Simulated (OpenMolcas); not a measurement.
Single-point calculation of AlNH$_{4}$ (part 2 of 4)

Continued. System: AlNH$_{4}$ (AlH2(NH2)). Method: CCSD(T)/cc-pVDZ, RHF (OpenMolcas 26.06). The geometry comes from this level: GFN2-xTB.

Geometry of the input (Å):
```
Al 0.4112  0.7098  0.0041
H  1.9511  0.7541  0.0402
H  -0.3175  2.0686  -0.0206
N  -0.4778  -0.8270  -0.0067
H  -0.8038  -1.3379  -0.8198
H  -0.7632  -1.3675  0.8027
```

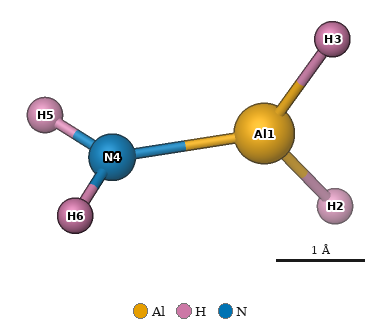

*The input geometry (ball-and-stick view, seen at a tilt; atoms are numbered from 1 in the order of the input). Sticks mark near contacts.*

## Output, continued
```
          Orbital           11        12        13        14        15        16        17        18        19        20
          Energy           -0.4377   -0.3683    0.0545    0.1371    0.1740    0.2037    0.2545    0.2562    0.3059    0.3899
          Occ. No.          2.0000    2.0000    0.0000    0.0000    0.0000    0.0000    0.0000    0.0000    0.0000    0.0000

        1 AL1    1s         0.0000    0.0000    0.0000    0.0198   -0.0278    0.0000    0.0107    0.0003    0.1001   -0.0001
        2 AL1    1s         0.0000    0.0001    0.0000    0.1524   -0.2189    0.0001    0.0764    0.0022    0.8311   -0.0008
        3 AL1    1s        -0.0004   -0.0000    0.0000    0.1477   -0.4630    0.0001   -0.0092   -0.0040    3.1142   -0.0020
        4 AL1    1s        -0.0000    0.0002   -0.0002   -0.9445    2.1684   -0.0004   -1.3965   -0.0493   -3.1256    0.0043
        5 AL1    2px       -0.0279    0.0084    0.0011   -0.0109    0.0027   -0.0181    0.0082    0.0008    0.0448   -0.0071
        6 AL1    2px        0.5233   -0.1924   -0.0089    0.0234    0.0386   -0.2125   -0.0195    0.0038    0.4905   -0.0736
        7 AL1    2px       -0.2142    0.1757   -0.0007    0.4540    0.6863    1.8905    0.3238   -0.0325   -0.2556    0.0435
        8 AL1    2py        0.0161   -0.0049   -0.0003   -0.0189    0.0045    0.0105    0.0142    0.0001    0.0776    0.0057
        9 AL1    2py       -0.3028    0.1122    0.0010    0.0401    0.0671    0.1228   -0.0353   -0.0006    0.8498    0.0617
       10 AL1    2py        0.1240   -0.1021   -0.0042    0.7823    1.1809   -1.0967    0.5570    0.0410   -0.4450   -0.0462
       11 AL1    2pz       -0.0003    0.0010   -0.0392   -0.0001    0.0000   -0.0002    0.0015   -0.0403    0.0004   -0.2106
       12 AL1    2pz        0.0079   -0.0185    0.5082    0.0007    0.0004   -0.0073    0.0245   -0.7244    0.0037   -2.6022
       13 AL1    2pz       -0.0039    0.0069    0.5578    0.0053    0.0095    0.0456   -0.0199    0.6658   -0.0011    2.7232
       14 AL1    3d2-       0.0277   -0.0549   -0.0007    0.0165   -0.0041    0.0442   -0.0053    0.0013    0.0130    0.0013
       15 AL1    3d1-       0.0029    0.0013    0.0172    0.0001    0.0005   -0.0023   -0.0038    0.0176    0.0005    0.0843
       16 AL1    3d0        0.0001   -0.0000    0.0002   -0.1065    0.0835   -0.0001   -0.0858   -0.0035    0.1616    0.0009
       17 AL1    3d1+       0.0022   -0.0000    0.0100    0.0024   -0.0027   -0.0008    0.0073    0.0103   -0.0049    0.0496
       18 AL1    3d2+       0.0483   -0.0954   -0.0011   -0.0094    0.0026    0.0772    0.0028    0.0023   -0.0075    0.0032
       19 H2     1s         0.4304   -0.3110   -0.0027    0.0936   -0.2196   -0.1622    0.0691    0.0081    0.0322   -0.0093
       20 H2     1s        -0.0728   -0.0588   -0.0105    0.0215   -1.0729   -1.0251    0.3536    0.0368   -0.3217    0.0441
       21 H2     2px       -0.0136    0.0136    0.0001    0.0047    0.0170    0.0232    0.0007   -0.0003   -0.0064    0.0003
       22 H2     2py       -0.0009    0.0032    0.0000    0.0105    0.0111   -0.0090    0.0059    0.0005    0.0100    0.0008
       23 H2     2pz       -0.0004    0.0002    0.0098    0.0001    0.0004    0.0005    0.0001   -0.0042   -0.0002   -0.0147
       24 H3     1s        -0.4307    0.3115    0.0029    0.0938   -0.2192    0.1626    0.0697   -0.0023    0.0325    0.0087
       25 H3     1s         0.0727    0.0588    0.0107    0.0227   -1.0703    1.0266    0.3555   -0.0080   -0.3211   -0.0446
       26 H3     2px       -0.0060    0.0040   -0.0000    0.0068    0.0012    0.0193    0.0048   -0.0002    0.0119   -0.0004
       27 H3     2py        0.0123   -0.0133   -0.0002    0.0092    0.0202   -0.0157    0.0035    0.0003   -0.0007   -0.0005
       28 H3     2pz       -0.0002    0.0000    0.0098    0.0001   -0.0001    0.0005    0.0002   -0.0042    0.0002   -0.0147
       29 N4     1s         0.0000    0.0000   -0.0000   -0.0484    0.0060    0.0000    0.0385    0.0014   -0.0081   -0.0001
       30 N4     1s         0.0004    0.0005    0.0000    0.1831   -0.0507   -0.0002   -0.0482   -0.0011   -0.0940   -0.0001
       31 N4     1s         0.0000    0.0002    0.0001    0.8510   -0.1650   -0.0008   -0.8762   -0.0317    0.0658    0.0008
       32 N4     2px        0.3643    0.6061    0.0101    0.0216    0.0077   -0.2061    0.1797    0.0020   -0.0221    0.0081
       33 N4     2px        0.0465    0.0920    0.0059    0.0168    0.0656   -0.1855    0.3034   -0.0020    0.0893    0.0080
       34 N4     2py       -0.2113   -0.3516   -0.0050    0.0384    0.0134    0.1195    0.3095    0.0157   -0.0385   -0.0060
       35 N4     2py       -0.0270   -0.0534   -0.0032    0.0295    0.1132    0.1073    0.5215    0.0283    0.1541   -0.0062
       36 N4     2pz       -0.0164   -0.0189   -0.0741    0.0006   -0.0004   -0.0024    0.0147   -0.3690   -0.0009    0.2002
       37 N4     2pz       -0.0008   -0.0042   -0.0170    0.0002   -0.0001   -0.0069    0.0277   -0.6994   -0.0003    0.2434
       38 N4     3d2-       0.0028    0.0008   -0.0000    0.0099    0.0022    0.0036   -0.0081   -0.0001    0.0112   -0.0004
       39 N4     3d1-       0.0000   -0.0004    0.0147   -0.0002    0.0003    0.0010    0.0001    0.0119    0.0000   -0.0302
       40 N4     3d0        0.0000    0.0000    0.0001    0.0031   -0.0023    0.0000   -0.0167   -0.0006   -0.0007   -0.0002
       41 N4     3d1+       0.0001   -0.0001    0.0085    0.0005   -0.0003    0.0006   -0.0011    0.0069    0.0002   -0.0175
       42 N4     3d2+       0.0047    0.0014    0.0001   -0.0057   -0.0013    0.0063    0.0046    0.0006   -0.0064   -0.0010
       43 H5     1s         0.0032   -0.0038    0.1132   -0.0816    0.0285    0.0045    0.0510   -0.1278    0.0703   -0.2047
       44 H5     1s         0.0005    0.0008    0.1086   -0.1123    0.3424   -0.0104    1.2884   -1.2903    0.2361    0.9639
       45 H5     2px        0.0105    0.0191   -0.0004   -0.0023    0.0028   -0.0001    0.0067   -0.0101   -0.0064    0.0081
       46 H5     2py       -0.0060   -0.0111   -0.0017   -0.0034    0.0038   -0.0007    0.0099   -0.0159   -0.0122    0.0132
       47 H5     2pz       -0.0003   -0.0008    0.0019   -0.0043    0.0069   -0.0003    0.0335   -0.0202    0.0108    0.0130
       48 H6     1s        -0.0033    0.0033   -0.1134   -0.0814    0.0283   -0.0042    0.0420    0.1309    0.0694    0.2046
       49 H6     1s        -0.0004   -0.0006   -0.1095   -0.1122    0.3440    0.0099    1.1923    1.3789    0.2421   -0.9670
       50 H6     2px        0.0104    0.0191    0.0012   -0.0018    0.0020    0.0006    0.0047    0.0092   -0.0072   -0.0076
       51 H6     2py       -0.0062   -0.0111    0.0012   -0.0036    0.0044    0.0004    0.0096    0.0175   -0.0114   -0.0139
       52 H6     2pz       -0.0003   -0.0007    0.0020    0.0042   -0.0069   -0.0002   -0.0318   -0.0224   -0.0110    0.0127

          Orbital           21        22        23        24        25        26
          Energy            0.4010    0.4118    0.4381    0.4430    0.5379    0.5458
          Occ. No.          0.0000    0.0000    0.0000    0.0000    0.0000    0.0000

        1 AL1    1s        -0.0001    0.0004   -0.0015    0.0392   -0.0004    0.0001
        2 AL1    1s        -0.0004    0.0029   -0.0118    0.3170   -0.0180    0.0010
        3 AL1    1s        -0.0015    0.0110   -0.0411    1.0953   -0.1937    0.0027
        4 AL1    1s         0.0007   -0.0255    0.0669   -1.7878   -2.2620   -0.0069
        5 AL1    2px       -0.2008    0.0002    0.0158   -0.0487   -0.0252    0.0982
        6 AL1    2px       -2.3062   -0.0069    0.1743   -0.7507   -0.1560    0.5525
        7 AL1    2px        1.4470    0.0179   -0.0916    1.0768   -0.4045    0.7988
        8 AL1    2py        0.1161   -0.0016   -0.0048   -0.0849   -0.0422   -0.0571
        9 AL1    2py        1.3344   -0.0333   -0.0340   -1.3044   -0.2605   -0.3215
       10 AL1    2py       -0.8372    0.0428   -0.0407    1.8619   -0.6971   -0.4637
       11 AL1    2pz        0.0094    0.0001    0.0331    0.0006   -0.0004    0.0010
       12 AL1    2pz        0.1238    0.0008    0.4119    0.0056   -0.0026   -0.0013
       13 AL1    2pz       -0.1519   -0.0008   -0.5062   -0.0063   -0.0052    0.0499
       14 AL1    3d2-       0.0829   -0.0074    0.0203   -0.7434    0.5242    0.6623
       15 AL1    3d1-       0.0429   -0.4954    0.8622    0.0389    0.0212   -0.0017
       16 AL1    3d0       -0.0004    0.0523   -0.0036    0.4026    1.0915    0.0024
       17 AL1    3d1+       0.0306    0.8541    0.5003   -0.0070   -0.0552    0.0094
       18 AL1    3d2+       0.1438   -0.0043   -0.0191    0.4271   -0.3039    1.1499
       19 H2     1s        -0.0897   -0.0015    0.0133   -0.0664   -0.1904    0.4005
       20 H2     1s         0.9059   -0.0014   -0.1072    0.1392    2.0198   -2.0839
       21 H2     2px        0.0000   -0.0000    0.0003    0.0096   -0.0291    0.0458
       22 H2     2py        0.0203   -0.0003   -0.0011   -0.0112    0.0019    0.0114
       23 H2     2pz        0.0016    0.0157    0.0130    0.0002   -0.0007    0.0006
       24 H3     1s         0.0898   -0.0022   -0.0076   -0.0669   -0.1884   -0.4020
       25 H3     1s        -0.9051    0.0069    0.0957    0.1448    2.0067    2.0921
       26 H3     2px       -0.0175    0.0000    0.0022   -0.0144    0.0161    0.0130
       27 H3     2py       -0.0102    0.0001   -0.0001    0.0028   -0.0241   -0.0455
       28 H3     2pz        0.0012   -0.0158    0.0130    0.0008    0.0005    0.0002
       29 N4     1s         0.0000   -0.0012    0.0015   -0.0406    0.0068    0.0000
       30 N4     1s         0.0004   -0.0046    0.0098   -0.2589    0.0624    0.0001
       31 N4     1s        -0.0008    0.0284   -0.0248    0.6629    0.0548   -0.0003
       32 N4     2px        0.1862   -0.0049   -0.0194   -0.0803    0.0226    0.0160
       33 N4     2px        0.1003    0.0063   -0.0155    0.1736    0.0571    0.3010
       34 N4     2py       -0.1076   -0.0061    0.0180   -0.1377    0.0387   -0.0093
       35 N4     2py       -0.0584    0.0124   -0.0074    0.3003    0.0996   -0.1741
       36 N4     2pz       -0.0104   -0.0003    0.0124   -0.0004    0.0001    0.0042
       37 N4     2pz        0.0039   -0.0003    0.2405    0.0114    0.0000    0.0062
       38 N4     3d2-      -0.0118    0.0012   -0.0007    0.0264    0.0109   -0.0105
       39 N4     3d1-      -0.0020   -0.0072   -0.0461   -0.0018    0.0003   -0.0005
       40 N4     3d0       -0.0000    0.0006   -0.0002   -0.0033    0.0183   -0.0000
       41 N4     3d1+      -0.0012    0.0125   -0.0268   -0.0005   -0.0006   -0.0004
       42 N4     3d2+      -0.0205   -0.0007    0.0007   -0.0152   -0.0063   -0.0183
       43 H5     1s        -0.0234    0.0118   -0.3718    0.0645    0.1265   -0.0070
       44 H5     1s        -0.0069   -0.0112    0.3338    0.3989   -0.1425    0.0424
       45 H5     2px        0.0191   -0.0123    0.0235   -0.0169    0.0068    0.0158
       46 H5     2py       -0.0077    0.0073    0.0435   -0.0306    0.0085   -0.0080
       47 H5     2pz       -0.0002   -0.0002    0.0118    0.0152   -0.0119   -0.0000
       48 H6     1s         0.0219    0.0107    0.3655    0.0908    0.1269    0.0062
       49 H6     1s         0.0085   -0.0081   -0.3621    0.3762   -0.1426   -0.0411
       50 H6     2px        0.0162    0.0124   -0.0247   -0.0199    0.0040    0.0147
       51 H6     2py       -0.0127   -0.0070   -0.0399   -0.0328    0.0101   -0.0095
       52 H6     2pz       -0.0002    0.0002    0.0124   -0.0145    0.0121   -0.0000
--

++    Molecular charges:
      ------------------

      Mulliken charges per centre and basis function type
      ---------------------------------------------------

                AL1     H2      H3      N4      H5      H6
      1s       4.8158  1.2008  1.2008  3.4223  0.8279  0.8278
      2px      2.6246  0.0085  0.0022  1.6643  0.0169  0.0164
      2pz      2.0256  0.0000  0.0000  1.0830  0.0267  0.0266
      2py      2.5269  0.0003  0.0066  1.3697  0.0167  0.0173
      3d2+     0.1370  0.0000  0.0000  0.0006  0.0000  0.0000
      3d1+     0.0060  0.0000  0.0000  0.0015  0.0000  0.0000
      3d0      0.0119  0.0000  0.0000  0.0015  0.0000  0.0000
      3d1-     0.0179  0.0000  0.0000  0.0044  0.0000  0.0000
      3d2-     0.0902  0.0000  0.0000  0.0011  0.0000  0.0000
      Total   12.2559  1.2096  1.2096  7.5485  0.8882  0.8882

      N-E      0.7441 -0.2096 -0.2096 -0.5485  0.1118  0.1118

      Total electronic charge=   24.000000

      Total            charge=   -0.000000
--

++    Molecular properties:
      ---------------------

      Charge (e):
                      =   -0.0000
      Dipole Moment (debye):
      Origin of the operator (angstrom)=    0.0993    0.1708    0.0004
                   X= -6.5274E-01               Y= -1.1226E+00               Z= -7.5218E-03           Total=  1.2986E+00
      Quadrupole Moment (debye*angstrom):
      Origin of the operator (angstrom)=    0.0993    0.1708    0.0004
                  XX= -2.4547E+01              XY=  1.8932E+00              XZ= -7.7504E-02              YY= -2.2401E+01
                  YZ= -4.2585E-03              ZZ= -1.5289E+01
      In traceless form (debye*angstrom)
                  XX= -5.7019E+00              XY=  2.8398E+00              XZ= -1.1626E-01              YY= -2.4826E+00
                  YZ= -6.3878E-03              ZZ=  8.1845E+00
--

--- Stop Module: scf /rc=_RC_ALL_IS_WELL_ ---

--- Start Module: rasscf ---

                                              &RASSCF

                       available to each process: 1.9 GB of memory, 1 thread

      Header of the ONEINT file:
      --------------------------

      OrdInt status: non-squared

      Cartesian coordinates in angstrom:
      -----------------------------------------------------
      No.  Label        X            Y            Z
      -----------------------------------------------------
       1   AL1        0.41122000   0.70978000   0.00409000
       2   H2         1.95114000   0.75409000   0.04022000
       3   H3        -0.31754000   2.06855000  -0.02057000
       4   N4        -0.47776000  -0.82701000  -0.00669000
       5   H5        -0.80383000  -1.33793000  -0.81977000
       6   H6        -0.76323000  -1.36749000   0.80272000
      -----------------------------------------------------
      Nuclear repulsion energy =   52.49728129

++    Wave function specifications:
      -----------------------------

      Number of closed shell electrons          24
      Number of electrons in active shells       0
      Max number of holes in RAS1 space          0
      Max nr of electrons in RAS3 space          0
      Number of inactive orbitals               12
      Number of active orbitals                  0
      Number of secondary orbitals              40
      Spin quantum number                      0.0
      State symmetry                             1
--

++    Orbital specifications:
      -----------------------

      Symmetry species                           1
                                                 a
      Frozen orbitals                            0
      Inactive orbitals                         12
      Active orbitals                            0
      RAS1 orbitals                              0
      RAS2 orbitals                              0
      RAS3 orbitals                              0
      Secondary orbitals                        40
      Deleted orbitals                           0
      Number of basis functions                 52
--

++    CI expansion specifications:
      ----------------------------

      Number of CSFs                             1
      Number of spin combinations                1
      Number of determinants                     1
      Number of root(s) required                 1
      Root chosen for geometry opt.              1
      CI root used                               1

      highest root included in the CI            1
      max. size of the explicit Hamiltonian      1
--

++    Optimization specifications:
      ----------------------------

      RASSCF algorithm: Conventional
      Maximum number of macro iterations       200
      Maximum number of SX iterations          100
      Threshold for RASSCF energy            1.000E-08
      Threshold for max MO rotation          1.000E-01
      Threshold for max BLB element          1.000E-04
      Level shift parameter                  5.000E-01
      Make Quasi-Newton update
--

      The MO-coefficients are taken from the file:
      test.ScfOrb
      Title: SCF orbitals

      Total molecular charge    0.00

      ************************************************************************************************************************
      *                                            Wave function control section                                             *
      ************************************************************************************************************************

                                         RASSCF iterations: Energy and convergence statistics
                                         ----------------------------------------------------

          iter iter root      energy       change     param      element    value   shift minimum  type update hh:mm:ss
 Nr of preliminary CI iterations:   1
        1   1    1    1  -298.69660289    0.00E+00   0.00E+00    8  18 1  1.85E-08   0.08   0.00    SX    NO    0:00:00
        2   1    1    1  -298.69660289   -2.50E-12   0.00E+00    8  18 1  1.85E-08   0.08   0.00    SX    NO    0:00:00
        3   1    1    1  -298.69660289   -5.68E-14   0.00E+00    8  18 1  1.85E-08   0.08   0.00    SX    NO    0:00:00
        4   1    1    1  -298.69660289    1.02E-12   0.00E+00    8  18 1  1.85E-08   0.08   0.00    SX    NO    0:00:00
      Convergence after  4 iterations
        5   1    1    1  -298.69660289   -8.53E-13   0.00E+00    8  18 1  1.85E-08   0.08   0.00    SX    NO    0:00:00

      Natural orbitals and occupation numbers for root  1

      ************************************************************************************************************************
      *                                                    Final results                                                     *
      ************************************************************************************************************************

++    Final optimization conditions:
      ------------------------------

      Average CI energy                            -298.69660289
      RASSCF energy for state  1                   -298.69660289
      Super-CI energy                                 0.00000000
      RASSCF energy change                           -0.00000000
      Max change in MO coefficients               0.000E+00
      Max non-diagonal density matrix element     0.000E+00
      Maximum BLB matrix element                  1.850E-08
      (orbital pair   8,  18 in symmetry   1)
      Norm of electronic gradient            4.305E-08
--

      Final state energy(ies):
      ------------------------

::    RASSCF root number  1 Total energy:   -298.69660289

++    Molecular orbitals:
      -------------------

      All orbitals are eigenfunctions of the PT2 Fock matrix

      Molecular orbitals for symmetry species 1: a
```
